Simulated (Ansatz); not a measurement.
# C₃H₉F₂NSeZr: taking an electron away

Aim: the vertical ionisation energy of C₃H₉F₂NSeZr, as cation minus neutral at the neutral's geometry, on several levels, and how well −ε(HOMO) stands in for it.

Computed with Ansatz 0.2.0, Gaussian basis. Level: unrestricted cation, the program's frozen cores in correlated methods.

Plan: UKS PBE-D4/def2-TZVPP; UKS r2SCAN-D4/def2-TZVPP; UKS PBE0-D4/def2-TZVPP; UKS B3LYP-D4/def2-TZVPP; UKS wB97X-V/def2-TZVPP; UKS wB97M-V/def2-TZVPP; UKS B2PLYP/def2-TZVPP; UHF-CCSD(T)/def2-TZVPP; UHF-MP2/def2-QZVPP; extrapolation to the limit; then −ε(HOMO) from the neutral's earlier runs with LDA (SPW92), PBE-D4, revPBE-D4, BLYP-D4, r2SCAN-D4, B97M-V, PBE0-D4, B3LYP-D4, r2SCANh-D4, r2SCAN0-D4, HSE06-D4, BHLYP-D4, CAM-B3LYP-D4, LC-ωPBE, ωB97X-V, ωB97M-V.

## (1) Structure used throughout

An earlier PBE0-D4 in a triple-zeta def2 set relaxation fixed the geometry. Zr takes the def2 core potential; no spin-orbit term is included.

SMILES `C[Se][Zr]([F])([F])[N](C)C`, 17 atoms, charge 0, spin multiplicity 1.

Atoms are counted from 1 here; the program's logs count them from 0.

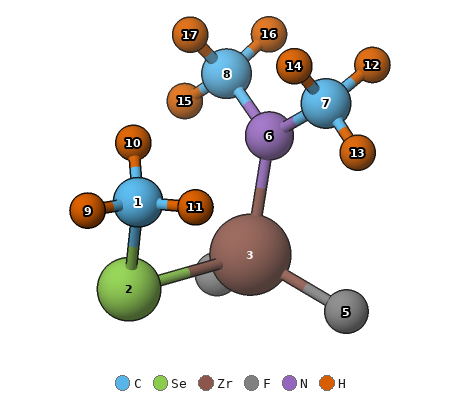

The geometry (carbon blue, selenium green, zirconium brown, fluorine grey, nitrogen purple, hydrogen orange); atoms are numbered from 1 in the order of the file.

## (2) Cation, UKS PBE-D4/def2-TZVPP

Input file in.yaml:

```yaml
crystal:
  periodic: [false, false, false]
  atoms:
    - {symbol: C, position_ang: [0.356326, 2.145634, -1.430360]}
    - {symbol: Se, position_ang: [-0.669725, 2.756096, 0.130993]}
    - {symbol: Zr, position_ang: [-0.475524, 0.705455, 1.702658]}
    - {symbol: F, position_ang: [-2.152452, 0.468793, 2.586587]}
    - {symbol: F, position_ang: [1.042189, 0.884872, 2.851636]}
    - {symbol: N, position_ang: [-0.105384, -0.811006, 0.455345]}
    - {symbol: C, position_ang: [1.215716, -1.268499, 0.092344]}
    - {symbol: C, position_ang: [-1.170092, -1.560770, -0.172366]}
    - {symbol: H, position_ang: [0.303530, 2.941673, -2.170983]}
    - {symbol: H, position_ang: [-0.084051, 1.237293, -1.833957]}
    - {symbol: H, position_ang: [1.395953, 1.975855, -1.158630]}
    - {symbol: H, position_ang: [1.361216, -2.322243, 0.363604]}
    - {symbol: H, position_ang: [1.984836, -0.684706, 0.605501]}
    - {symbol: H, position_ang: [1.385735, -1.174249, -0.988235]}
    - {symbol: H, position_ang: [-2.149700, -1.184046, 0.137013]}
    - {symbol: H, position_ang: [-1.122409, -2.624271, 0.095202]}
    - {symbol: H, position_ang: [-1.116154, -1.485878, -1.266343]}
basis:
  gaussian: {orbitals: def2-TZVPP}
total_charge: 1
magnetization: {spin_polarized: true, initial_magnetization: 1}
hamiltonian: {xc: pbe, dispersion: d4}
```

Launch:

```console
$ ansatz run in.yaml --threads 4 --pin off --events-out ev --progress --plain --max-ram 46080MiB --backend cuda --devices 0, --max-vram 37GiB
```

After this run come: Cation, UKS r2SCAN-D4/def2-TZVPP; Cation, UKS PBE0-D4/def2-TZVPP; Cation, UKS B3LYP-D4/def2-TZVPP; Cation, UKS wB97X-V/def2-TZVPP; Cation, UKS wB97M-V/def2-TZVPP; Cation, UKS B2PLYP (frozen core)/def2-TZVPP; Cation, UHF-CCSD(T)/def2-TZVPP; Cation, UHF-MP2/def2-QZVPP.

Q: Predict the results of all the runs planned. Wanted: ionisation energy, CCSD(T)/CBS; nearest functional by difference; nearest −ε(HOMO); −ε(HOMO) of PBE; T1 of the cation.

The runs gave:

| quantity | value |
| --- | --- |
| ionisation energy, CCSD(T)/CBS | 8.62 eV |
| nearest functional by difference | ωB97X-V (-0.15 eV) |
| nearest −ε(HOMO) | ωB97M-V (-0.00 eV) |
| −ε(HOMO) of PBE | 5.40 eV |
| T1 of the cation | 0.020 |

Energy differences with functionals land within 0.59 eV of the reference. The PBE orbital energy is 3.2 eV too small: a semilocal HOMO is no ionisation energy. Among orbital estimates ωB97M-V comes nearest. Hartree-Fock falls 1.06 eV short, as the neutral has more correlation energy than the cation. Correlated methods include outer-core shells of Se, Zr, which these sets cover unevenly. With outer-core shells in play the reference is unsure by up to some tenths of an eV, so close misses can't be ranked.
